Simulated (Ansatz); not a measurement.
**Two runs on BSiH6S**

System: BSiH6S, charge +1.
Method of run 1: RKS PBE-D4/def2-TZVPP (Ansatz 0.2.0).

The geometry comes from this level: PBE0-D4/def2-TZVP. Text and figures count atoms from 1; the logs count them from 0 in places.

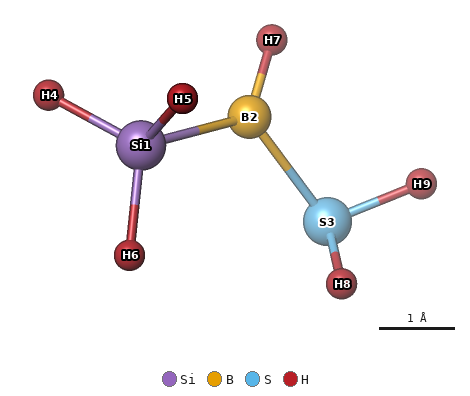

The structure (ball-and-stick view, seen at a tilt; atoms are numbered from 1 in the order of the input). Bond lengths as drawn: B–H 1.19 Å, B–S 1.88 Å, B–Si 2.02 Å, H–S 1.35 Å and H–Si 1.48 to 1.49 Å.

### The input, run 1
```yaml
crystal:
  periodic: [false, false, false]
  atoms:
    - {symbol: Si, position_ang: [-0.694874, 1.144280, -0.710845]}
    - {symbol: B, position_ang: [0.006682, -0.713608, -0.360962]}
    - {symbol: S, position_ang: [0.420330, -1.266887, 1.387993]}
    - {symbol: H, position_ang: [-1.908476, 1.008817, -1.546385]}
    - {symbol: H, position_ang: [0.436219, 1.766686, -1.449411]}
    - {symbol: H, position_ang: [-0.941545, 1.831710, 0.579124]}
    - {symbol: H, position_ang: [0.162437, -1.617384, -1.116794]}
    - {symbol: H, position_ang: [0.960696, -0.168913, 1.958071]}
    - {symbol: H, position_ang: [1.558542, -1.984692, 1.259220]}
basis:
  gaussian: {orbitals: def2-TZVPP}
total_charge: 1
hamiltonian: {xc: pbe, dispersion: d4}
```

Launched with:
```bash
ansatz run in.yaml --threads 2 --pin off --events-out ev --progress --plain --max-ram 4352MiB
```

Hardware: 2 threads of Arm Neoverse V1, 95 GiB of memory available, shared host.

### Output (run 1)
```
Functional definition: PBE
  parameter kappa = 0.804
  parameter beta = 0.06672455060314922
  exchange = pbe_x(kappa = kappa, mu = beta*pi^2/3)
  correlation = pbe_c(beta = beta)
1095 factors; their error is unknown
mean field evaluation 1: about -19464.7114 eV, gradient 3.6e1 eV
mean field evaluation 2: about -19461.8629 eV, gradient 4.6e1 eV
mean field evaluation 4: about -19469.0594 eV, gradient 2.9e0 eV
mean field evaluation 8: about -19469.0785 eV, gradient 4.4e-2 eV
mean field evaluation 16: about -19469.0528 eV, gradient 3.3e-5 eV
mean field -19469.05284489 eV, -715.4744954517 hartree, gradient 3.3e-5 eV, S^2 0.000000; 0 other end points of the search recorded, 0 dependent functions left out
reference -19469.05289173 eV, -715.4744971732 hartree; 20, 20 occupied and 179, 179 virtual orbitals, 1095 factors
Total energy: -19469.19580796 eV, -715.4797492476 hartree
```

For run 2 the input was changed thus:
```diff
-    - {symbol: Si, position_ang: [-0.694874, 1.144280, -0.710845]}
-    - {symbol: B, position_ang: [0.006682, -0.713608, -0.360962]}
-    - {symbol: S, position_ang: [0.420330, -1.266887, 1.387993]}
-    - {symbol: H, position_ang: [-1.908476, 1.008817, -1.546385]}
-    - {symbol: H, position_ang: [0.436219, 1.766686, -1.449411]}
-    - {symbol: H, position_ang: [-0.941545, 1.831710, 0.579124]}
-    - {symbol: H, position_ang: [0.162437, -1.617384, -1.116794]}
-    - {symbol: H, position_ang: [0.960696, -0.168913, 1.958071]}
-    - {symbol: H, position_ang: [1.558542, -1.984692, 1.259220]}
+    - {symbol: Si, position_ang: [-0.698106, 1.188711, -0.728741]}
+    - {symbol: B, position_ang: [0.852377, -1.041938, 1.145224]}
+    - {symbol: S, position_ang: [-0.563616, -0.976726, -0.036941]}
+    - {symbol: H, position_ang: [-1.664434, 1.055538, -1.832381]}
+    - {symbol: H, position_ang: [0.674128, 1.556868, -1.117852]}
+    - {symbol: H, position_ang: [-1.198595, 1.796012, 0.516304]}
+    - {symbol: H, position_ang: [-0.083392, -1.631626, -1.114350]}
+    - {symbol: H, position_ang: [0.798227, -0.239701, 2.014591]}
+    - {symbol: H, position_ang: [1.655938, -1.893126, 0.979800]}
```

Predict how the results change.

With the same method and basis, run 2 lies 20.3 kcal/mol lower.

### Output (run 2)
```
Functional definition: PBE
  parameter kappa = 0.804
  parameter beta = 0.06672455060314922
  exchange = pbe_x(kappa = kappa, mu = beta*pi^2/3)
  correlation = pbe_c(beta = beta)
1095 factors; their error is unknown
mean field evaluation 1: about -19466.4245 eV, gradient 3.3e1 eV
mean field evaluation 2: about -19465.8586 eV, gradient 3.7e1 eV
mean field evaluation 4: about -19469.9420 eV, gradient 2.3e0 eV
mean field evaluation 8: about -19469.9542 eV, gradient 5.9e-2 eV
mean field evaluation 16: about -19469.9271 eV, gradient 7.7e-5 eV
mean field -19469.92714540 eV, -715.5066254027 hartree, gradient 7.7e-5 eV, S^2 0.000000; 0 other end points of the search recorded, 0 dependent functions left out
reference -19469.92719427 eV, -715.5066271989 hartree; 20, 20 occupied and 179, 179 virtual orbitals, 1095 factors
Total energy: -19470.07667984 eV, -715.5121206921 hartree
```

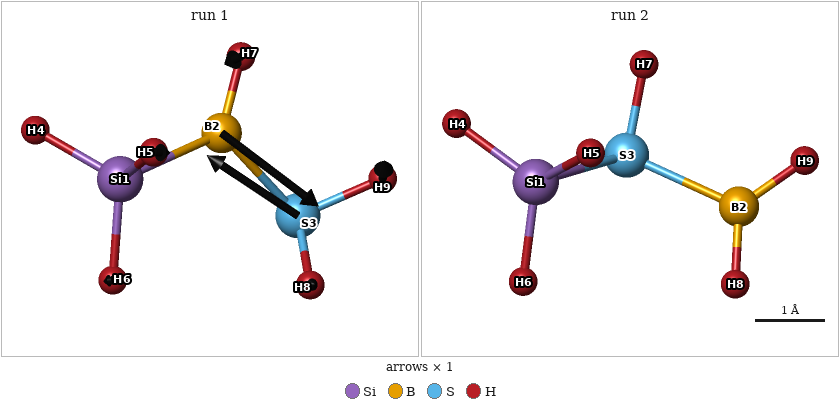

The two input geometries at one scale (ball-and-stick view, seen at a tilt). The black arrows on the first give the shifts of the atoms after the best rigid fit, at true length. B2 moves most after the best rigid fit: 1.80 Å. Largest moves by element: B 1.80 Å, S 1.62 Å, H 0.49 Å, Si 0.08 Å. Among the contacts that change: B2–H9 2.579 → 1.182 Å, B2–H8 2.566 → 1.184 Å, B2–H7 1.188 → 2.516 Å, Si1–B2 2.017 → 3.300 Å.

### The two runs side by side

| quantity | run 1 | run 2 |
| --- | --- | --- |
| outcome | converged | converged |
| total energy (hartree) | −715.479749 | −715.512121 |
| basis functions | 199 | 199 |
| wall time (shared host) | 2.3 s | 2.3 s |
